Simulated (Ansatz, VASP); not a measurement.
# Cross-check of BP between VASP and Ansatz, part 2 of 2

One calculation is typed for both programs; each brings its own data sets. How far apart do they land? The cell is taken from a series of VASP runs on this material, whose earlier steps may have relaxed, scaled or displaced it; both programs get it as it stands. Other levels of theory on this material are compared in a session of their own. Valence electrons are named where the data sets of a main pair hold unlike numbers.

VASP 6.6.1 and Ansatz 0.2.0.

So far: The structure; VASP: band structure, r2SCAN; Ansatz: band structure, r2SCAN.

### Step 4. Side by side

Known differences besides the potentials themselves: VASP keeps PBE cores, Ansatz makes them for the functional; the cutoff is 500 eV in Ansatz and 370 eV in VASP. Total energies have different zeros and are not compared.

Compared:

| quantity | Ansatz | VASP | difference |
| --- | --- | --- | --- |
| pressure (GPa) | -0.15 | -0.67 | +0.52 |
| gap over the path points (eV) | 1.426 | 1.455 | -0.029 |

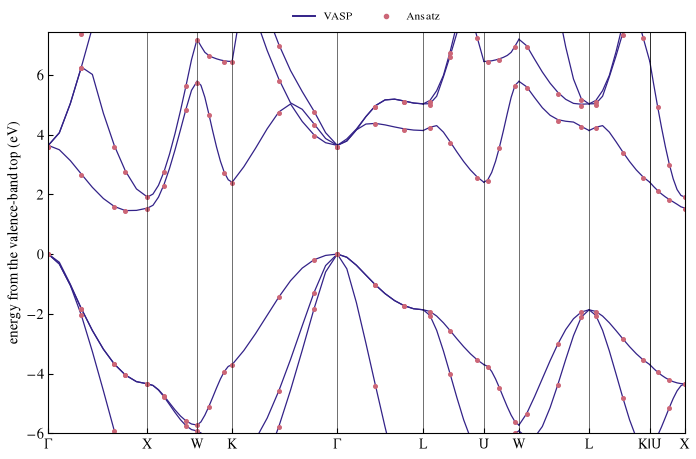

Bands from VASP (lines) and levels from Ansatz (dots). Dots without a line are higher empty bands that the VASP plot leaves out.

Levels at points of the path, from each program's valence-band top (eV; 3 filled, then empty):

| k (reciprocal lattice) | Ansatz | VASP |
| --- | --- | --- |
| 0.000 0.000 0.000 | 0.00 0.00 0.00 3.60 3.60 3.60 | 0.00 0.00 0.00 3.64 3.64 3.64 |
| 0.167 0.000 0.167 | -2.05 -1.84 -1.84 2.64 6.22 6.22 | -2.05 -1.83 -1.83 2.68 6.26 6.26 |
| 0.333 0.000 0.333 | -5.94 -3.70 -3.70 1.56 3.60 10.23 | -5.93 -3.69 -3.69 1.59 3.63 10.30 |
| 0.389 0.000 0.389 | -7.28 -4.06 -4.06 1.43 2.75 11.49 | -7.26 -4.05 -4.05 1.46 2.78 11.58 |
| 0.500 0.000 0.500 | -9.14 -4.36 -4.36 1.50 1.89 12.96 | -9.13 -4.35 -4.35 1.54 1.91 13.06 |
| 0.500 0.083 0.583 | -9.04 -4.79 -4.76 2.29 2.74 11.95 | -9.02 -4.78 -4.75 2.33 2.76 12.05 |
| 0.500 0.194 0.694 | -8.71 -5.76 -5.60 4.82 5.62 8.89 | -8.69 -5.75 -5.59 4.86 5.64 8.97 |
| 0.500 0.250 0.750 | -8.63 -5.94 -5.74 5.74 7.16 7.78 | -8.61 -5.92 -5.73 5.78 7.19 7.81 |
| 0.458 0.292 0.750 | -8.63 -6.21 -5.12 4.67 6.62 8.53 | -8.62 -6.20 -5.11 4.70 6.65 8.60 |
| 0.403 0.347 0.750 | -8.70 -6.48 -3.94 2.70 6.44 9.95 | -8.68 -6.47 -3.93 2.73 6.47 10.02 |

Among the levels compared at these points, filled levels agree within 16 meV and empty ones within 107 meV.

### Step 5. VASP: single point, LDA

With cell and atoms fixed, the geometry can't cause a difference; cores, projectors, grids and the points listed under the comparison can.

INCAR reads:

```
SYSTEM = BP
PREC = Accurate
ENCUT = 340
EDIFF = 1E-08
NELM = 100
ISMEAR = 0
SIGMA = 0.01
LREAL = .FALSE.
ALGO = Normal
GGA = CA
NBANDS = 10
LORBIT = 11
LWAVE = .TRUE.
LCHARG = .FALSE.
KPAR = 4
```

POSCAR reads:

```
BP
1.0
    0.0000000000      2.2690000000      2.2690000000
    2.2690000000      0.0000000000      2.2690000000
    2.2690000000      2.2690000000      0.0000000000
P B
1 1
Direct
    0.7500000000      0.7500000000      0.7500000000
    0.0000000000      0.0000000000      0.0000000000
```

KPOINTS reads:

```
Automatic mesh
0
Gamma
4 4 4
0 0 0
```

The projector-augmented-wave data sets are P_GW and B_GW (LDA family, release 64).

The run is started by

```bash
$ mpirun -np 4 vasp_std
```

Numbers of over 12 decimals in the logs are rounded to 6 here.

Log:

```text
[banner, memory and clock lines left out]
running    4 mpi-ranks, on    1 nodes
[...]
LDA part: xc-table for (Slater(with rela. corr.)+CA(PZ))
 , standard interpolation
 POSCAR, INCAR and KPOINTS ok, starting setup
[...]
entering main loop
       N       E                     dE             d eps       ncg     rms          rms(c)
DAV:   1     0.852097195779E+01    0.85210E+01   -0.36506E+03   160   0.607E+02
DAV:   2    -0.143976878016E+02   -0.22919E+02   -0.22377E+02   264   0.132E+02
DAV:   3    -0.150747747663E+02   -0.67709E+00   -0.67469E+00   208   0.206E+01
DAV:   4    -0.150920472766E+02   -0.17273E-01   -0.17260E-01   224   0.313E+00
[...]
DAV:  12    -0.141934273652E+02    0.99019E-07   -0.52575E-07   208   0.541E-03    0.292E-04
DAV:  13    -0.141934273897E+02   -0.24553E-07   -0.18835E-08   202   0.106E-03    0.184E-04
DAV:  14    -0.141934273947E+02   -0.49910E-08   -0.33954E-09   122   0.331E-04
   1 F= -.14193427E+02 E0= -.14193427E+02  d E =-.790743E-30
 writing wavefunctions
```

Parts of OUTCAR (step 5):

```text
  Total       -0.6821935     -0.6821935     -0.6821935     -0.0000000     -0.0000000      0.0000000
  in kB      -46.7826353    -46.7826353    -46.7826353     -0.0000000     -0.0000000      0.0000000
  external PRESSURE =     -46.7826353 kB  Pullay stress =       0.0000000 kB

 POSITION                                       TOTAL-FORCE (eV/Angst)
 -----------------------------------------------------------------------------------
      3.40350      3.40350      3.40350        -0.000000      0.000000      0.000000
      0.00000      0.00000      0.00000         0.000000     -0.000000     -0.000000
 -----------------------------------------------------------------------------------
    total drift:                                0.000000      0.000000      0.000000

  FREE ENERGIE OF THE ION-ELECTRON SYSTEM (eV)
  ---------------------------------------------------
  free  energy   TOTEN  =       -14.1934273947 eV

  energy  without entropy=      -14.1934273947  energy(sigma->0) =      -14.19342739

[... 3 further parts left out ...]
[key lines of the parts left out:]
E-fermi :   7.1709
```

The run ends at a pressure of -4.68 GPa.

### Step 6. Ansatz: single point, LDA

The same cell, functional (in two slightly different forms), mesh and smearing now go to Ansatz, which takes its cutoff from its data sets.

The cell is taken from a series of VASP runs on this material, whose earlier steps may have relaxed, scaled or displaced it; both programs get it as it stands.

input.yaml reads:

```yaml
crystal:
  lattice:
    - [0.0, 2.269, 2.269]
    - [2.269, 0.0, 2.269]
    - [2.269, 2.269, 0.0]
  atoms:
    - { symbol: P, position: [0.75, 0.75, 0.75] }
    - { symbol: B, position: [0.0, 0.0, 0.0] }
hamiltonian:
  xc: lda
  pseudopotentials: { kind: paw }
kpoints:
  mp_grid: { grid: [4, 4, 4] }
scf:
  occupations: { method: gaussian, width: 0.01 }
  n_extra_bands: 4
output:
  forces: true
  stress: true
  eigenvalues: true
```

The run is started by

```bash
$ ansatz run input.yaml --threads 2 --pin off --max-ram 4608MiB --backend cpu --events-out ev --progress --plain --runs-dir out
```

Log:

```text
[...]
Crystal: 2 atoms, lattice volume = 23.363 Å³
Basis set: ecut = 420 eV, 459 PW (Γ)
Bands: 8, of which v1, the nominal top of the filled ones, is band 4 counted from 1 (3 counted from 0)
Symmetry: 24 space group operations
[...]
k-points: 8 of 64 (time reversal used)
[...]
Free energy (F): -876.452934 eV
[...]
Internal energy: -876.452934 eV  (E = F + TS)
E sigma→0 (E₀):  -876.452934 eV
Fermi energy:    9.733170 eV
[...]
--- Stress (GPa, compression-positive) ---
       -4.189460      -0.000000      -0.000000
        0.000000      -4.189460       0.000000
       -0.000000       0.000000      -4.189460
  P = ⅓ Tr σ = -4.1895 GPa (-41.895 kbar)
--- Band table (eV; the first three rows and the last of 8) ---
[...]
[key lines of the parts left out:]
SCF converged after 6 iterations
```

Elapsed: 0.56 s, on 2 threads of Arm Neoverse N1, shared host; peak memory 0.24 GiB.

The run ends at a pressure of -4.19 GPa.

### Step 7. Differences

What differs besides the data sets and the points named for the pairs above, as far as they apply: the two LDA forms differ slightly; the cutoff is 420 eV in Ansatz and 340 eV in VASP; VASP's log shows a relativistic correction to its local exchange, Ansatz's none. Total energies have different zeros and are not compared.

Both answers:

| quantity | Ansatz | VASP | difference |
| --- | --- | --- | --- |
| gap on the k mesh (eV) | 1.273 | 1.269 | +0.004 |

Not compared: the pressure (VASP's GW data sets at this cutoff don't carry it). A gap on the mesh is an upper bound, since the band edges may lie between its points.

### Step 8. Results

```
largest difference of a filled level at the path points (band structure, r2SCAN) : 16 meV
difference in pressure (band structure, r2SCAN)                                  : 0.52 GPa
difference in gap on the k mesh (single point, LDA)                              : 0.0042 eV
```

**Reading.** The difference in pressure is 0.52 GPa (band structure, r2SCAN), within the 1 GPa picked in this series as the mark of a large difference. VASP's data sets differ among the pairs, so a change from pair to pair isn't the functional's or the coupling's alone. 3 further runs of this series are not shown here. How closely two codes agree says nothing of how well the functional describes the real material.

[Lines on the potential files, build, host, timing and source positions are cut from VASP's logs without a mark.]

[Logs are printed without paths, hosts, clocks, repeated set-up lines and the standing remarks that a program may print on its own settings, such as how far it seeks lower states.]

[Hosts, paths, dates, database ids (printed as entryN), source tags and the programs' standing remarks are cut or masked in the printed files.]
